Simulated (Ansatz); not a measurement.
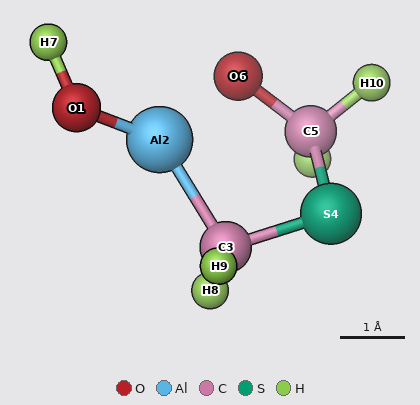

Figure 1. The input geometry (ball-and-stick view, seen at a tilt; atoms are numbered from 1 in the order of the input). Sticks mark near contacts. Bond lengths as drawn: Al–C 2.00 Å, Al–O 1.52 Å, C–H 0.94 to 1.24 Å, C–O 1.45 Å, C–S 1.76 to 1.79 Å and H–O 1.13 Å.

## C2H5AlO2S: single-point calculation

C2H5AlO2S, set up with UHF, mp2/pcseg-2 (Ansatz 0.2.0).

The geometry comes from this level: PBE0-D4/def2-TZVP.

Input
```yaml
crystal:
  periodic: [false, false, false]
  atoms:
    - {symbol: O, position_ang: [0.273205, -2.678380, -0.251267]}
    - {symbol: Al, position_ang: [0.079786, -1.171522, -0.155302]}
    - {symbol: C, position_ang: [0.349175, 0.389214, -1.378507]}
    - {symbol: S, position_ang: [0.688577, 1.721551, -0.276834]}
    - {symbol: C, position_ang: [-0.430260, 1.229624, 1.030554]}
    - {symbol: O, position_ang: [-0.565342, -0.163736, 1.411198]}
    - {symbol: H, position_ang: [0.135891, -3.449632, 0.564516]}
    - {symbol: H, position_ang: [-0.338115, 0.578711, -1.986376]}
    - {symbol: H, position_ang: [1.254385, 0.153027, -1.878331]}
    - {symbol: H, position_ang: [-0.003580, 1.770802, 2.057560]}
    - {symbol: H, position_ang: [-1.527652, 1.699910, 0.847051]}
basis:
  gaussian: {orbitals: pcseg-2, final_grid: {core_spheres: 8, valence_spheres: 7, degree: 23}}
magnetization: {spin_polarized: true, initial_magnetization: 0}
hamiltonian: {xc: {name: HF}}
correlation: {method: mp2, frozen_orbitals: {O: 9}}
output: {forces: true}
```

Hardware: 4 threads of Arm Neoverse V1, 23 GiB of memory available, shared host.

Command:
```bash
ansatz run in.yaml --threads 4 --pin off --events-out ev --progress --plain --max-ram 10444MiB
```

What the program printed
```
Functional definition: HF
  name "HF"
  cite "Fock, Z. Phys. 61, 126 (1930) doi:10.1007/BF01340294"
  parent pbe
  exchange = exact_x
  correlation = 0
Error: "frozen_orbitals" has no count for Al
```

What the run reported

- outcome: refused by the program

What went wrong

This input holds a deliberate fault: more core orbitals are frozen than the atom can spare. The program refused the input: “"frozen_orbitals" has no count for Al”
